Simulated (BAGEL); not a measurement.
**GaSiH4OF (SMILES [F][GaH][O][SiH3]): a chain of runs**

Wanted: the energy (HF/6-31G*), then a single-point energy (NEVPT2(2,2)/6-31G*), then a single-point energy (CASPT2(2,2)/6-31G*) of GaSiH4OF. 

The calculation is run with BAGEL 1.2.2.

2 further runs of the same task are left out: 2 set aside as unsound or not needed.

## (1) The structure to begin with

GaSiH4OF has 8 atoms, charge 0, and is taken as a singlet. SMILES: `[F][GaH][O][SiH3]`. One bond was lengthened or shortened from a relaxed shape.

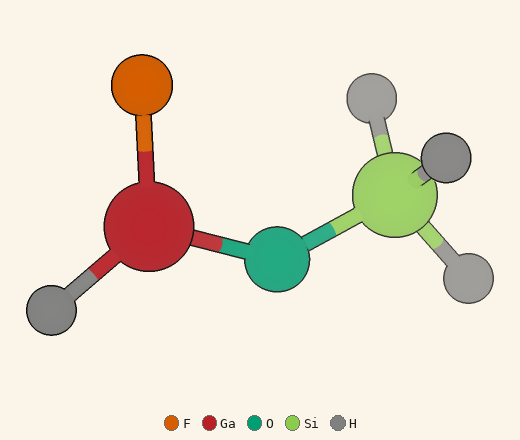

Viewed from a chosen angle; fluorine orange, gallium red, oxygen teal, silicon green, hydrogen grey.

## (2) The energy at HF/6-31G(d) (density fitting with svp-jkfit, spherical functions) (run 1)

input.json reads:

```json
{ "bagel" : [

{
  "title" : "molecule",
  "basis" : "6-31gs.json",
  "df_basis" : "svp-jkfit",
  "angstrom" : true,
  "geometry" : [
    { "atom" : "F", "xyz" : [    0.679452,    1.592282,    1.907376 ] },
    { "atom" : "Ga", "xyz" : [    1.146252,    1.340482,    0.238676 ] },
    { "atom" : "O", "xyz" : [    0.144552,    0.145082,   -0.582824 ] },
    { "atom" : "Si", "xyz" : [   -1.130448,   -0.825518,   -0.237924 ] },
    { "atom" : "H", "xyz" : [    2.315452,    2.104482,   -0.401924 ] },
    { "atom" : "H", "xyz" : [   -1.465148,   -1.596918,   -1.462024 ] },
    { "atom" : "H", "xyz" : [   -0.796248,   -1.774018,    0.858076 ] },
    { "atom" : "H", "xyz" : [   -2.137300,   -0.143800,    0.108800 ] }
  ]
},
{ "title" : "hf" },
{ "title" : "print", "file" : "orbitals.molden", "orbitals" : true }

]}
```

The basis set 6-31G* is read from a file made from the Basis Set Exchange's data (not shown).

The run is started by

```sh
$ BAGEL_NUM_THREADS=1 BAGEL input.json > input.out
```

Standard output:

```text
* using 1 threads per process

  ===============================================================
  ===============================================================

  *** Geometry ***

  { "atom" : "F", "xyz" : [      1.283978,      3.008977,      3.604418 ] },
  { "atom" : "Ga", "xyz" : [      2.166102,      2.533144,      0.451032 ] },
  { "atom" : "O", "xyz" : [      0.273164,      0.274165,     -1.101378 ] },
  { "atom" : "Si", "xyz" : [     -2.136237,     -1.560003,     -0.449611 ] },
  { "atom" : "H", "xyz" : [      4.375570,      3.976895,     -0.759526 ] },
  { "atom" : "H", "xyz" : [     -2.768728,     -3.017738,     -2.762825 ] },
  { "atom" : "H", "xyz" : [     -1.504691,     -3.352408,      1.621529 ] },
  { "atom" : "H", "xyz" : [     -4.038912,     -0.271743,      0.205602 ] },

  Number of auxiliary basis functions:      620

  Since a DF basis is specified, we compute 2- and 3-index integrals:
    o Being stored without compression. Storage requirement is 0.037 GB

  Number of basis functions:       86
  Number of electrons      :       66

    * METHOD: MOLECULE                             0.47

  *** RHF ***

  === Nuclear Repulsion ===
   351.7384192122

      * DIIS with orbital gradients will be used.

  === RHF iteration (6-31gs.json) ===
      0      -2388.26797762          0.02352905           0.13
      1      -2388.43144434          0.01784676           0.12
      2      -2388.58612703          0.00128599           0.12
      3      -2388.58754798          0.00053773           0.12
      4      -2388.58770616          0.00010002           0.12
      5      -2388.58771564          0.00002074           0.13
      6      -2388.58771610          0.00001127           0.12
      7      -2388.58771618          0.00000319           0.12
      8      -2388.58771620          0.00000127           0.13
      9      -2388.58771620          0.00000041           0.13
     10      -2388.58771620          0.00000020           0.12
     11      -2388.58771620          0.00000007           0.12
     12      -2388.58771620          0.00000003           0.12
     13      -2388.58771620          0.00000001           0.12
     14      -2388.58771620          0.00000001           0.12
    * SCF iteration converged.

    * Permanent dipole moment:
           (   -0.327963,    -0.287358,     0.462859) a.u.

    * METHOD: HF                                   2.19

    * METHOD: PRINT                                0.02

  ===============================================================
```

Wall time 2.9 s (1 thread of Arm Neoverse V1, shared host); peak memory 0.17 GiB.

## (3) The energy at NEVPT2(2,2)/6-31G(d) (density fitting with svp-jkfit, spherical functions) (run 2)

input.json reads:

```json
{ "bagel": [

{
  "title": "molecule",
  "basis": "6-31gs.json",
  "df_basis": "svp-jkfit",
  "angstrom": true,
  "geometry": [
    { "atom": "F", "xyz": [       0.679452,       1.592282,       1.907376 ] },
    { "atom": "Ga", "xyz": [       1.146252,       1.340482,       0.238676 ] },
    { "atom": "O", "xyz": [       0.144552,       0.145082,      -0.582824 ] },
    { "atom": "Si", "xyz": [      -1.130448,      -0.825518,      -0.237924 ] },
    { "atom": "H", "xyz": [       2.315452,       2.104482,      -0.401924 ] },
    { "atom": "H", "xyz": [      -1.465148,      -1.596918,      -1.462024 ] },
    { "atom": "H", "xyz": [      -0.796248,      -1.774018,       0.858076 ] },
    { "atom": "H", "xyz": [      -2.137300,      -0.143800,       0.108800 ] }
  ]
},

{
  "title": "hf"
},

{
  "title": "casscf",
  "nstate": 1,
  "nact": 2,
  "nclosed": 32,
  "active": [24, 47],
  "maxiter": 200,
  "natocc": true
},

{
  "title": "nevpt2",
  "nstate": 1,
  "nact": 2,
  "nclosed": 32,
  "active": [24, 47],
  "maxiter": 200,
  "natocc": true,
  "ncore": 16
},

{
  "title": "print",
  "file": "orbitals.molden",
  "orbitals": true
}

]}
```

The basis set 6-31G* is read from a file made from the Basis Set Exchange's data (not shown).

The run is started by

```sh
$ BAGEL_NUM_THREADS=1 BAGEL input.json > input.out
```

Standard output:

```text
* using 1 threads per process

  ===============================================================
  ===============================================================

  *** Geometry ***

  { "atom" : "F", "xyz" : [      1.283978,      3.008977,      3.604418 ] },
  { "atom" : "Ga", "xyz" : [      2.166102,      2.533144,      0.451032 ] },
  { "atom" : "O", "xyz" : [      0.273164,      0.274165,     -1.101378 ] },
[... 4 lines of this table left out ...]
  { "atom" : "H", "xyz" : [     -4.038912,     -0.271743,      0.205602 ] },

  Number of auxiliary basis functions:      620

  Since a DF basis is specified, we compute 2- and 3-index integrals:
    o Being stored without compression. Storage requirement is 0.037 GB

[... 18 lines left out ...]
    * SCF iteration converged.
[... 1 line left out ...]
    * Permanent dipole moment:
[... 27 lines left out ...]
    * Second-order optimization converged. *
[... 1 line left out ...]
     guess   0:   closed 1.                   open ..

  === FCI iteration ===

      0  0     -2388.58763943     7.48e-02      0.00
      1  0     -2388.59829998     2.31e-03      0.00
      2  0 *   -2388.59831825     2.60e-16      0.00

     * ci vector, state   0, <S^2> = 0.0000
       2.     0.9974622681
       .2    -0.0711970760

    * METHOD: CASSCF                               6.65

    * freezing 16 orbitals

  === DF-NEVPT2 calculation ===

    * 3-index integral transformation done
    * assembly done

      NEVPT2 correlation energy:   -0.6529064124      0.20

          (+0)     -0.6300773201
          (+0)'    -0.0016510131
          (+1)     -0.0053085978
          (+1)'    -0.0000000000
          (+2)     -0.0001223088
          (-1)     -0.0109902135
          (-1)'     0.0000000000
          (-2)     -0.0047569590

      NEVPT2 total energy:       -2389.2512246593

    * METHOD: NEVPT2                               0.40

    * METHOD: PRINT                                0.02

  ===============================================================
```

It took 9.9 s on 1 thread of Arm Neoverse V1, shared host; peak memory 0.17 GiB.

## (4) A single-point energy at CASPT2(2,2)/6-31G(d) (density fitting with svp-jkfit, spherical functions) (run 3)

caspt2.json reads:

```json
{ "bagel" : [

{
  "title" : "molecule",
  "basis" : "6-31gs.json",
  "df_basis" : "svp-jkfit",
  "angstrom" : true,
  "geometry" : [
    { "atom" : "F", "xyz" : [       0.679452,       1.592282,       1.907376 ] },
    { "atom" : "Ga", "xyz" : [       1.146252,       1.340482,       0.238676 ] },
    { "atom" : "O", "xyz" : [       0.144552,       0.145082,      -0.582824 ] },
    { "atom" : "Si", "xyz" : [      -1.130448,      -0.825518,      -0.237924 ] },
    { "atom" : "H", "xyz" : [       2.315452,       2.104482,      -0.401924 ] },
    { "atom" : "H", "xyz" : [      -1.465148,      -1.596918,      -1.462024 ] },
    { "atom" : "H", "xyz" : [      -0.796248,      -1.774018,       0.858076 ] },
    { "atom" : "H", "xyz" : [      -2.137300,      -0.143800,       0.108800 ] }
  ]
},

{ "title" : "hf" },

{ "title" : "casscf", "nstate" : 1, "nact" : 2, "nclosed" : 32, "nspin" : 0, "active" : [24, 47], "maxiter" : 200, "natocc" : true },

{ "title" : "print", "file" : "orbitals.molden", "orbitals" : true },

{ "title" : "smith", "method" : "caspt2", "ms" : true, "xms" : true, "sssr" : true, "shift" : 0.2, "shift_imag" : true, "ncore" : 16 }

]}
```

The basis set 6-31G* is read from a file made from the Basis Set Exchange's data (not shown).

The run is started by

```sh
$ BAGEL_NUM_THREADS=1 BAGEL caspt2.json > caspt2.out
```

Standard output:

```text
* using 1 threads per process

  ===============================================================
  ===============================================================

  *** Geometry ***

  { "atom" : "F", "xyz" : [      1.283978,      3.008977,      3.604418 ] },
  { "atom" : "Ga", "xyz" : [      2.166102,      2.533144,      0.451032 ] },
  { "atom" : "O", "xyz" : [      0.273164,      0.274165,     -1.101378 ] },
[... 4 lines of this table left out ...]
  { "atom" : "H", "xyz" : [     -4.038912,     -0.271743,      0.205602 ] },

  Number of auxiliary basis functions:      620

  Since a DF basis is specified, we compute 2- and 3-index integrals:
    o Being stored without compression. Storage requirement is 0.037 GB

[... 18 lines left out ...]
    * SCF iteration converged.
[... 1 line left out ...]
    * Permanent dipole moment:
[... 27 lines left out ...]
    * Second-order optimization converged. *
[... 9 lines left out ...]
     * ci vector, state   0, <S^2> = 0.0000
[... 16 lines left out ...]
    * Zeroth order energy : state  0       -1.1178110292
[... 4 lines left out ...]
       #      aibj      arbs      arbi      airj      risj      airs      arst      rist         Etot      error   time
[... 10 lines left out ...]
      ------------------------------------------------------------------------------------------------------------------

    * CASPT2 energy : state  0    -2389.2558697066
        w/o shift correction      -2389.2536450016
        reference weight              0.8555370393

    * METHOD: SMITH                                1.00

  ===============================================================
```

Wall time 11 s (1 thread of Arm Neoverse V1, shared host); peak memory 0.26 GiB.

## (5) Outcome

| quantity | value |
| --- | --- |
| run 1, HF/6-31G*: total energy | -2388.58772 Eh |
| run 1, HF/6-31G*: dipole moment | 1.62 D |
| run 1, HF/6-31G*: HOMO energy | -12.19 eV |
| run 1, HF/6-31G*: LUMO energy | 1.55 eV |
| run 1, HF/6-31G*: HOMO–LUMO gap | 13.74 eV |
| run 2, NEVPT2(2,2)/6-31G*: total energy | -2389.25122 Eh |
| run 3, CASPT2(2,2)/6-31G*: total energy | -2389.25587 Eh |
